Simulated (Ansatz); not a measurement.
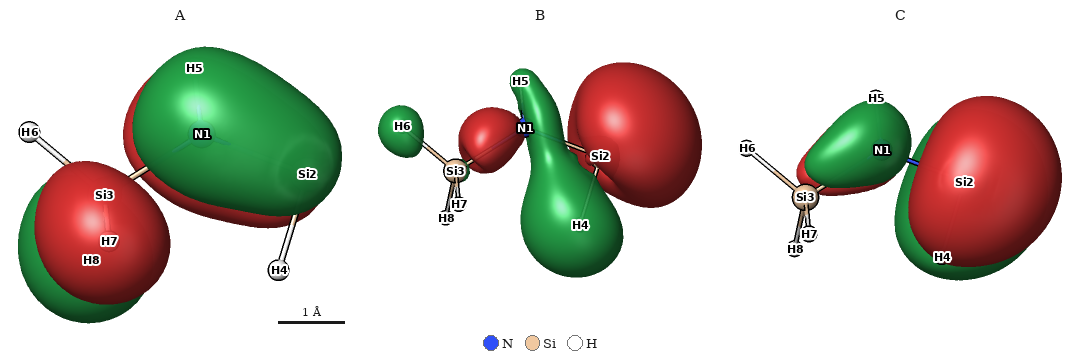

Figure 1: H₅NSi₂ (SMILES [SiH]N[SiH3]). Three frontier orbitals at ±0.08 Å⁻³ᐟ² (green and red are the two phases), in no order.

Geometry: r2SCAN-D4/def2-SVP.

Level of theory: isolated molecule in a Gaussian basis; Kohn-Sham density functional theory, functional PBE0 in Ansatz 0.2.0.

```xyz
8

N     1.4743   -0.8708    0.8426
Si    1.9103    0.7766    0.5054
Si    0.6174   -1.9936   -0.2205
H     1.2867    0.7439   -0.9081
H     1.7424   -1.2336    1.7577
H     0.4686   -3.2948    0.4998
H     1.3836   -2.2160   -1.4800
H    -0.7343   -1.4667   -0.5642
```

Question: Order the three orbitals by energy and name them.

Answer: A is the HOMO−1 (−8.35 eV). It lies mainly on N1 (about 45 %), Si3 (about 15 %), Si2 (about 15 %), H8 (about 10 %) and H7 (about 10 %). B is the HOMO (−6.56 eV). It lies mainly on Si2 (about 75 %), H4 (about 15 %) and N1 (about 5 %). C is the LUMO (−1.96 eV). Its weight (Hirshfeld) is mainly on Si2 (about 80 %) and N1 (about 10 %).

Question: What is the HOMO–LUMO gap?

Answer: 4.60 eV between the orbital energies.
